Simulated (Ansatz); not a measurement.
Fields on a plane of MgH2 (rutile)

```
MgH2
1.0
    4.48439     0.00000     0.00000
    0.00000     4.48439     0.00000
    0.00000     0.00000     2.99668
Mg H
2 4
Direct
  0.00000   0.00000   0.00000
  0.50000   0.50000   0.50000
  0.30469   0.30469   0.00000
  0.80469   0.19531   0.50000
  0.19531   0.80469   0.50000
  0.69531   0.69531   0.00000
```

The slice is a (-1 2 0) plane (indices of the conventional cell) through the point (0.305, 0.305, 0.000) (fractional), spanned by u = [001] and v = [210] in vectors of this cell: u (3.00 Å) and v (10.03 Å, at 90° to u). It covers one period; positions are fractions (u, v).

Atoms on it: H at (0.00, 0.00); H at (0.50, 0.46), 0.2 Å off the plane. Other atoms lie within 1 Å of the plane.

All values below come from r2SCAN (plane waves to 500 eV, PAW, scalar-relativistic; Ansatz, an electronic-structure program). k mesh 8×8×11. Inside the PAW spheres the values are not all-electron values, and peaks at nuclei hang on which shells count as valence. MgH2 was relaxed with its symmetry unable to fall.

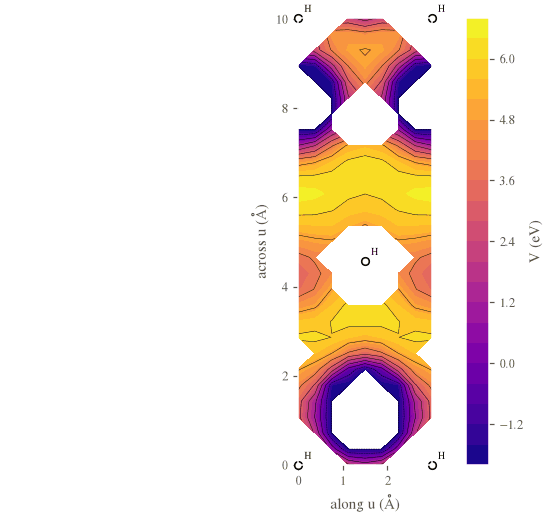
Electrostatic potential energy of an electron, from the cell's mean, in eV, one period of the plane, atoms marked. Points within 0.8 Å of a nucleus are left white, as the pseudised field means little there. Values under -2 eV are set to -2. The zero, the cell's mean, hangs on the PAW cores.

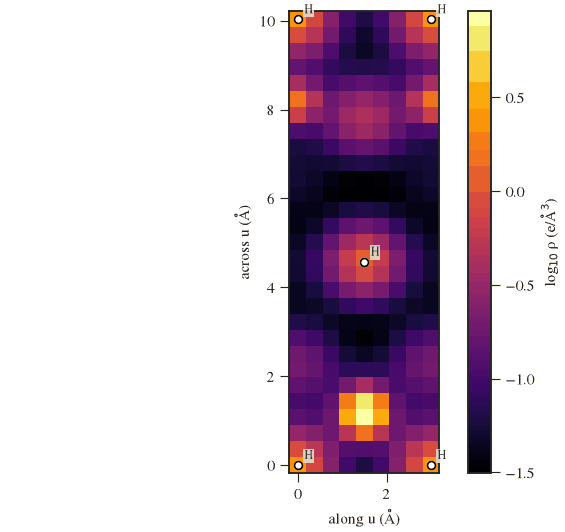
Figure. Log₁₀ of the valence density in e/Å³, one period of the plane, atoms marked. The scale is logarithmic, as a density can span decades between atoms and voids.
